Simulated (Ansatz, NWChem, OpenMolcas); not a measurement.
# GeF2 (SMILES [F][Ge][F]): the electronic atomisation energy, rung by rung

The species is GeF2 (3 atoms), meant as a singlet with charge 0. SMILES: `[F][Ge][F]`. Geometry: relaxed at PBE0-D4/def2-TZVP.

```xyz
3

F    -0.6759   -1.1018   -0.4975
Ge    0.6375   -0.2952    0.3202
F     0.0276    1.3321    0.1641
```

Each level gives the electronic atomisation energy (eV). The values are calculated. Electronic energies at fixed atoms, without zero-point motion or spin-orbit coupling.

```csv
level,kind,program,value (eV),less CCSD(T)/def2-TZVPP,CPU time (all runs)
SVWN5/def2-TZVPP,LDA,Ansatz,13.38,+2.55,4.1 s
M06-L/def2-TZVPP,meta-GGA,NWChem,11.20,+0.37,46 s
M06-2X/def2-TZVPP,hybrid meta-GGA,OpenMolcas,11.15,+0.32,59 s
HSE06/def2-TZVPP,range-separated hybrid,Ansatz,10.89,+0.06,8.2 s
B2PLYP/def2-TZVPP,double hybrid,Ansatz,11.10,+0.27,8.6 s
RPA@PBE0/def2-TZVPP,RPA,Ansatz,10.37,-0.46,9.6 s
MP2/def2-TZVPP,perturbation theory,NWChem,11.47,+0.64,85 s
CCSD(T)/def2-TZVPP,coupled cluster or CI,NWChem,10.83,0.00,12 min
```

CCSD(T)/def2-TZVPP is the highest level here, not the true value. All-electron rows without a relativistic Hamiltonian named are non-relativistic. The values span 10.37 to 13.38 eV. In the correlated wave-function rows the outer d shell of Ge is correlated, in sets not made for it. Times are those of the runs behind each value, whatever else they computed, on shared processors of several kinds: orders of magnitude only.

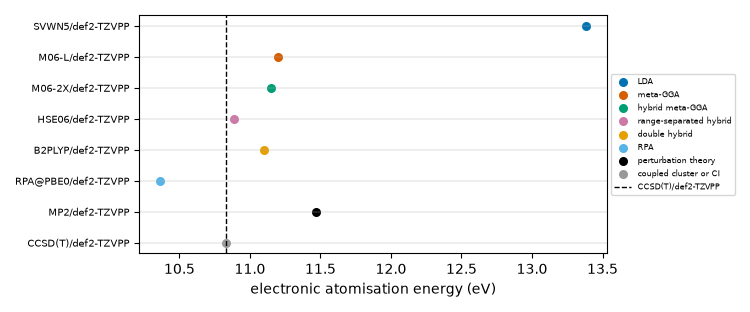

The values of the table, level by level.
